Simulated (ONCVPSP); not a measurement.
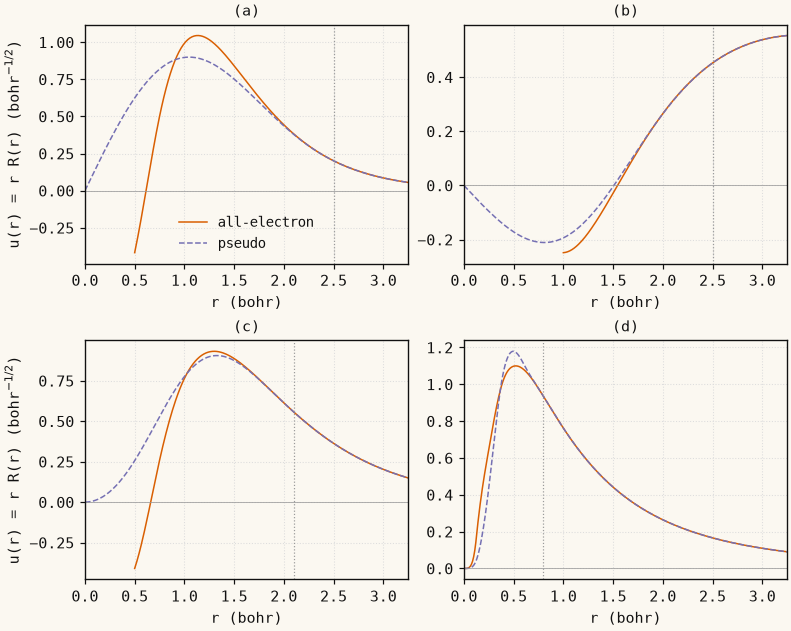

Pseudo-waves (dashed) against the all-electron radial functions (solid). Dotted lines mark the matching radii. The all-electron curves start outside the innermost oscillations, which aren't drawn.

ONCVPSP 4.0.1, PBEsol, scalar-relativistic. The levels are (a) -50.42 eV, (b) -3.81 eV, (c) -25.90 eV, (d) -3.19 eV.

> Which element and which shells are these?

Holmium (Ho), core [Kr] 4d10, valence 4f11 5s2 5p6 6s2 (neutral): (a) 5s, (b) 6s, (c) 5p, (d) 4f.

> Are the pseudo-waves norm-conserving?

Yes. The ONCV scheme keeps the all-electron norm inside the radius.

The potential isn't sound: its ghost test gives GHOST(-) flagged for s at -435.6 eV, p at -140.9 eV; GHOST(+) flagged for d at 271.9 eV.
